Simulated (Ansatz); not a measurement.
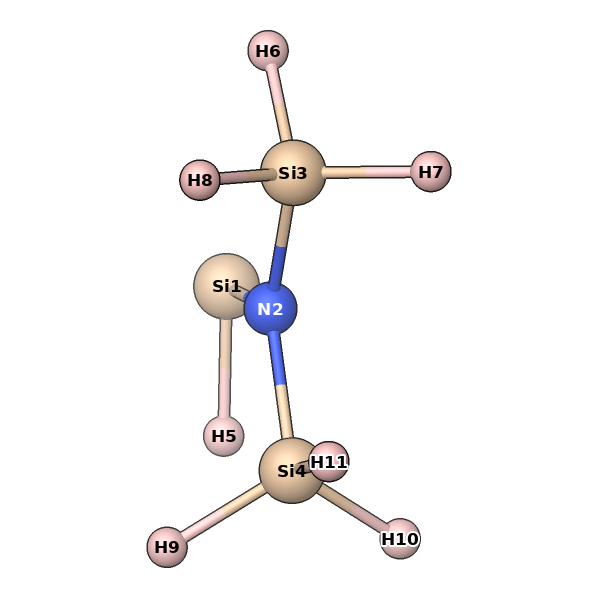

Si1 lies behind N2. The molecule seen a little off the N2–Si1 bond, N2 in front. Atoms fade into the background with distance from the viewer. The computed structure is the end point of a PBE0-D4/def2-TZVP optimisation.

Question: What is the torsion angle Si3–N2–Si1–H5? The sign is positive where the front bond must turn clockwise to cover the back bond.

Answer: 180°, antiperiplanar (anti).
